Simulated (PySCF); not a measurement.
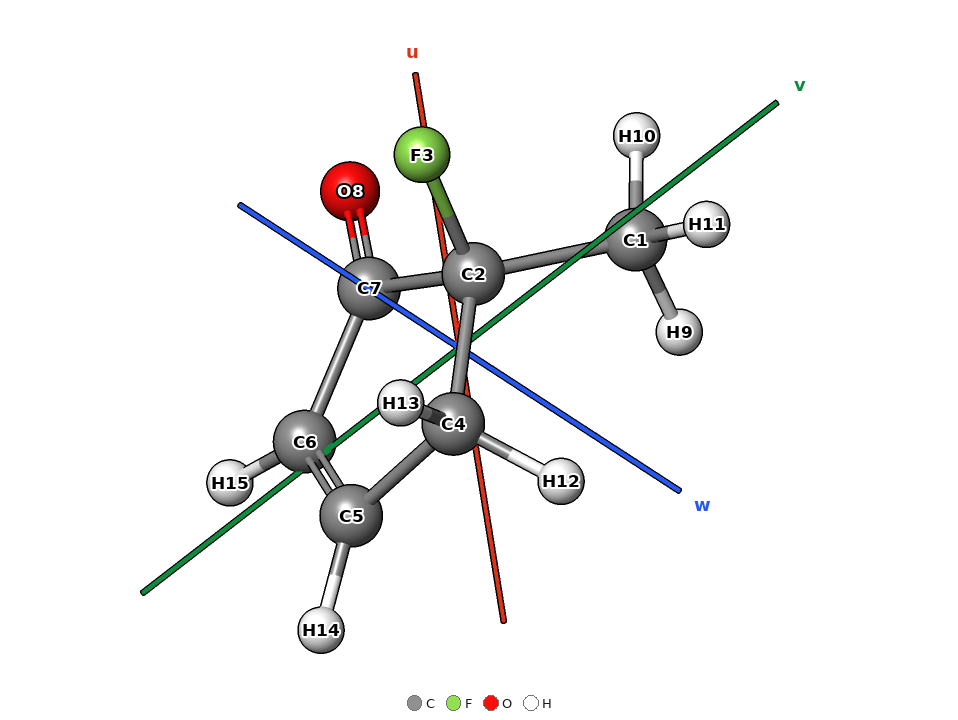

The lines u, v and w are the principal axes of the static dipole polarisability. The computed structure is the end point of a GFN2-xTB optimisation. No frequency run is at hand to confirm it as a minimum. Method: CAM-B3LYP/def2-SVPD (PySCF 2.14.0).

**Along which axis is the molecule most polarisable, and along which least?**

Most along u (nearly parallel to the C7–O8 bond), least along w.

**Give the three principal values.**

u 84.2, v 72.3, w 54.8 bohr³; mean 70.4, anisotropy 25.6 bohr³.
